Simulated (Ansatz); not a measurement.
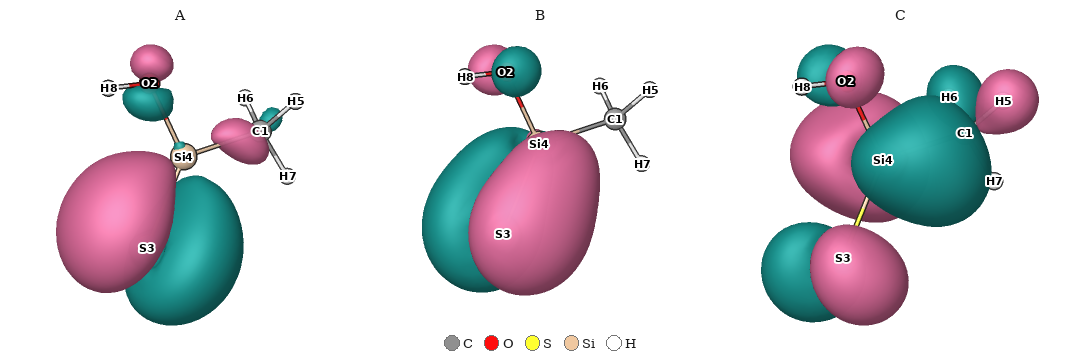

Figure. CH$_{4}$OSSi (SMILES C[Si](O)=S). Three frontier orbitals at ±0.1 Å⁻³ᐟ² (teal and pink are the two phases), in no order.

Geometry: PBE0-D3(BJ)/pcseg-1.

Computed with Ansatz, isolated molecule in a Gaussian basis; Kohn-Sham density functional theory, functional PBE0.

```xyz
8

C    -0.6676   -0.0958    1.2370
O    -1.1408    1.2361   -1.1507
S    -3.7646    1.3028    0.6721
Si   -1.9196    0.8391    0.2493
H     0.2119    0.5367    1.4101
H    -0.3346   -0.9752    0.6720
H    -1.0844   -0.4135    2.1967
H    -1.6749    1.7381   -1.7827
```

**Order the three orbitals by energy and name them.**

B is the HOMO−1 (−7.49 eV). It lies mainly on S3 (about 75 %) and Si4 (about 20 %). A is the HOMO (−7.07 eV). Its weight (Hirshfeld) is mainly on S3 (about 80 %); largely a lone pair of S3. C is the LUMO (−1.15 eV). Its weight (Hirshfeld) is mainly on Si4 (about 55 %), S3 (about 25 %), O2 (about 5 %) and C1 (about 5 %); π-antibonding (π*) across Si4–S3.

**What is the HOMO–LUMO gap?**

5.92 eV between the orbital energies.
